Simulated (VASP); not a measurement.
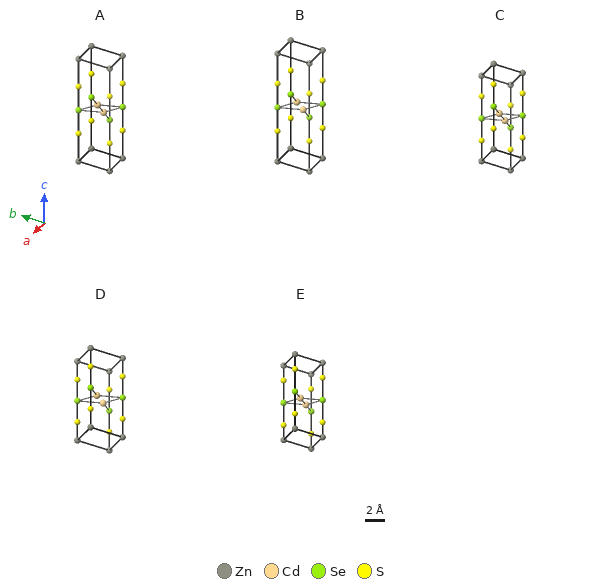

5 geometries from one relaxation of a crystal of ZnCd2SeS2 (a generated structure, set up in P6/mmm), in shuffled order. The picture is a ball-and-stick view of the cell of the calculation, seen from a free direction.

The run lets cell and atoms move.

Level of theory: Kohn-Sham DFT of a periodic cell, PBE, VASP PAW PBE potentials, recommended in VASP. (plane-wave cutoff 520 eV; k-point mesh 4 × 4 × 2; occupations gaussian; smearing width 0.15 eV; no spin polarisation)

**Order the frames from highest to lowest energy.**

E, B, A, C, D. They are steps 0, 1, 3, 6, 20, at +1131 meV per atom, +548 meV per atom, +462 meV per atom, +170 meV per atom relative to the last. The energy falls by 1131 meV per atom in 20 geometry steps. Largest force component: 14 eV/Å at the start, 0.034 eV/Å at the end. The pressure goes from 34.37 to 0.01 GPa. The largest moves relative to the cell, 0.30 Å, are those of S atoms. Cd and Zn and Se stay in place. The drawn cell changes as follows: a = b 4.438 → 5.144 Å (+15.9 %), c 8.612 → 9.163 Å (+6.4 %); the volume changes by +42.9 %. Near-neighbour distances that change, for instance: S–Zn 1.721 → 2.132 Å, Cd–Cd 2.562 → 2.970 Å, Cd–Se 2.562 → 2.970 Å, S–Se 2.585 → 2.450 Å. The space group stays P6/mmm (No. 191). The volume changes by over a tenth within one run on a fixed set of plane waves, so the end point should be relaxed again from the new cell. It ran on 1 thread of Intel(R) Xeon(R) Platinum 8559C (Emerald Rapids), on a shared host.

Limits of the set-up: layers or molecules are held without a dispersion correction, so their spacing is unreliable.
